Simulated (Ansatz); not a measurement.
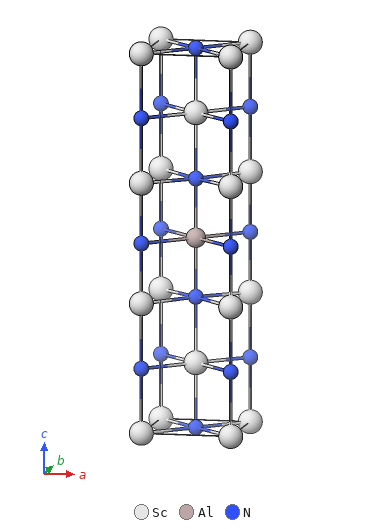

Drawn in the ball-and-stick manner and seen slightly off an axis. The parallelepiped is the conventional unit cell.

Sc₅AlN₆, space group P4/mmm (No. 123), a = 3.160 Å, b = 3.160 Å, c = 13.294 Å, α = 90.00°, β = 90.00°, γ = 90.00°. The structure was taken from a structure type filled with these elements by a generator (whether the compound takes this form wasn't checked). Earlier steps of the study, as a rule a relaxation of our own, may have changed the cell and positions, so they can lie some per cent off the listed ones. It went into a calculation with Ansatz.

This one geometry was computed with Ansatz (DFT, plane waves, PAW) at three levels of theory: PBE, r2SCAN and PBEsol.

Which level gives the highest pressure at this volume, and what does that say about its equilibrium volume?

Highest: PBE (0.0 GPa), which points to the largest equilibrium volume. Lowest, with the smallest volume: PBEsol (-5.9 GPa). Levels within 0.5 GPa of each other can't be told apart.

How does the band gap change with the level of theory?

PBEsol: a metal; PBE: a gap of 0.06 eV, direct; r2SCAN: a gap of 0.42 eV, direct.

Collect the results in a table.

| level | cutoff (eV) | k-mesh of the run's cell | gap (eV) | pressure (GPa) |
| --- | --- | --- | --- | --- |
| PBE | 420 | 12×12×4 | 0.06 | 0.0 |
| r2SCAN | 500 | 12×12×4 | 0.42 | -2.4 |
| PBEsol | 420 | 12×12×4 | metal | -5.9 |

Gaps are taken on the k-mesh or band path of each run.
